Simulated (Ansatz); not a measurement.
LaCuSn₃

```
CELL_PARAMETERS angstrom
0.00000 4.89312 0.00000
4.89312 0.00000 0.00000
0.00000 0.00000 -9.88563
ATOMIC_POSITIONS crystal
La 0.00000 0.00000 0.84069
La 0.50000 0.50000 0.34069
Cu 0.00000 0.00000 0.50919
Cu 0.50000 0.50000 0.00919
Sn 0.50000 0.00000 0.59172
Sn 0.00000 0.50000 0.09172
Sn 0.00000 0.50000 0.59172
Sn 0.50000 0.00000 0.09172
Sn 0.00000 0.00000 0.25877
Sn 0.50000 0.50000 0.75877
```

Space group I4mm; built by placing these elements on a known structure type; computed without spin polarisation.

Computed with Ansatz, DFT, PAW plane waves, LDA.

### What will maps of the valence pseudo-density and electron localisation function show?

Cu–Sn (2.48 Å): the density is about 0.42 e/Å³ at the midpoint; the ELF is about 0.35 at the midpoint.
Sn–Sn (2.95 Å): ρ is about 0.27 e/Å³ halfway; the ELF is about 0.45 at the midpoint.
La–Cu (3.28 Å): the density is about 0.15 e/Å³ at the midpoint; the ELF is about 0.20 at the midpoint; no localised pair shows between them.
La–Sn (3.48 Å): ρ is about 0.12 e/Å³ halfway; the ELF is about 0.20 at the midpoint; no shared electron pair shows on this line.
Bader's partition of the density gives La +1.29, Cu −0.45 and Sn −0.33 to −0.26 e.

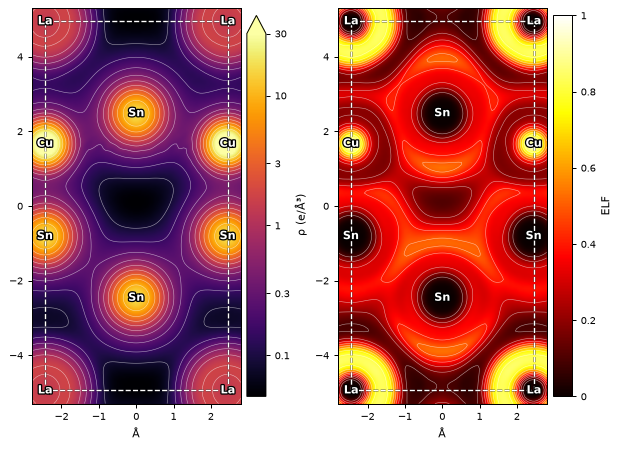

Computed valence pseudo-density and electron localisation function on the (010) plane of the conventional cell, in this order. 
